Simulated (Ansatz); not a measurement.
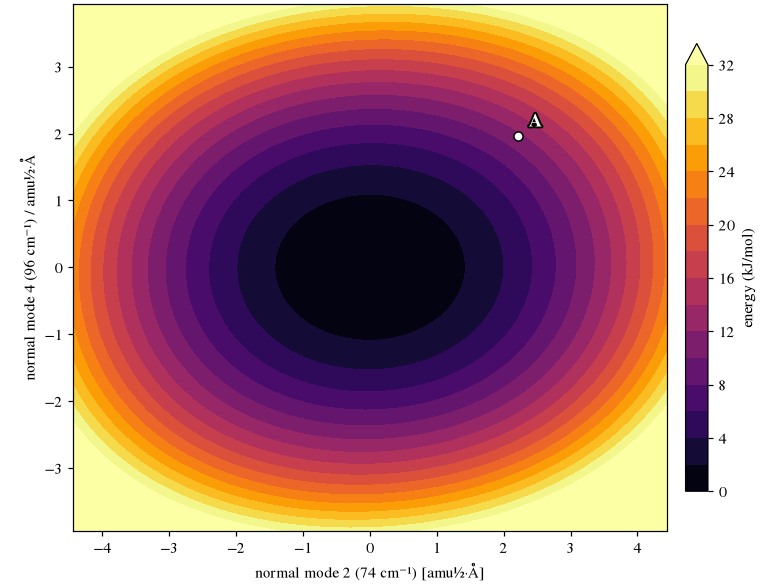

Cl3IZr, SMILES [Cl][Zr]([Cl])([Cl])[I]. The first coordinate is: normal mode 2 (74 cm⁻¹); the second: normal mode 4 (96 cm⁻¹). Nothing is relaxed (straight displacements along the two mass-weighted modes). Grid: 9 × 9 points. Points are written as (first, second). All energies are given in kJ/mol relative to the lowest grid point. The calculation used Ansatz 0.2.0, RKS PBE-D4/def2-SVP.

The picture shows filled contours, one colour for all values above the top of the scale, the point A. Between grid points the surface is interpolated.

**Which way does the force act at A, and how strong is it?**

A, at (2.22 amu½·Å, 1.97 amu½·Å), is not a stationary point. The computed force is 4.6 kJ/mol for each amu½·Å towards smaller values of normal mode 2 (74 cm⁻¹) and 7 kJ/mol for each amu½·Å towards smaller values of normal mode 4 (96 cm⁻¹).
